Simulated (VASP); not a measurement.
Band structure of Ni (space group Fm-3m). These are r2SCAN+rVV10, VASP's PBE PAW potentials (set 64) (plane waves; VASP) values and carry that method's errors.

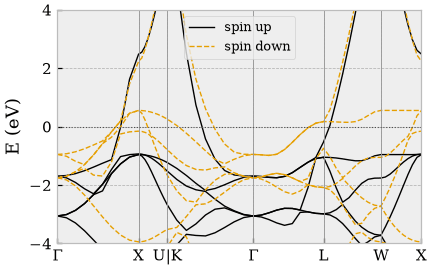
*Bands along high-symmetry lines, zero at the valence-band maximum or, without a gap, the Fermi level*

Read the plot: is there a gap, and where are the band edges?

It has no gap at this level: it comes out as a metal or semimetal.

The structure comes from a measured Ni entry (Fm-3m) of the Crystallography Open Database, whose conditions weren't checked. It was relaxed first.
